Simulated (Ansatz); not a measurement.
Breaking the Cd1–H2 bond in CH4Cd (SMILES [CH3][CdH]) (multiplicity 1 held, fragments rigid). Energies count from the point at 1.682 Å.
Geometry at that point (charge 0, multiplicity 1):
```xyz
6

Cd    -0.281    -0.151    -0.041
H     -1.750    -0.942    -0.258
C      1.581     0.851     0.233
H      2.031     0.559     1.183
H      1.433     1.931     0.235
H      2.271     0.595    -0.572
```

R- and RO- levels are restricted; in cc, def2 and unpolarised 6-31G sets they are followed outwards from rest. U- levels take the lowest unrestricted solution at each point, which mixes spins at long bonds. Active spaces are followed from a long bond inwards. Curves can end on different states.

Correlated levels freeze the cores.

Programs: Ansatz (Gaussian orbitals). Each number belongs to the level named beside it. In def2 rows elements past Kr take small-core potentials, without spin–orbit coupling.

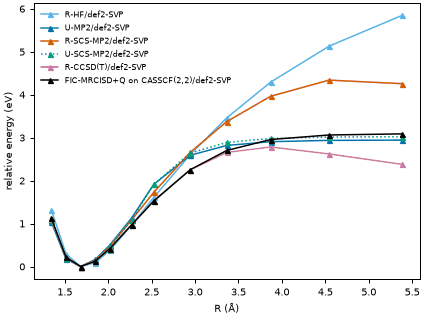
Relative energy along the coordinate

Doubts at one or more of the structures used: a restricted determinant that unrestricted orbitals would lower (R-HF/def2-SVP, R-SCS-MP2/def2-SVP, R-CCSD(T)/def2-SVP); a spin-contaminated determinant (U-MP2/def2-SVP, U-SCS-MP2/def2-SVP); other coupled-cluster roots lie near (R-CCSD(T)/def2-SVP); T1 above 0.05 (R-CCSD(T)/def2-SVP).

Ansatz is a quantum-chemistry and plane-wave program.
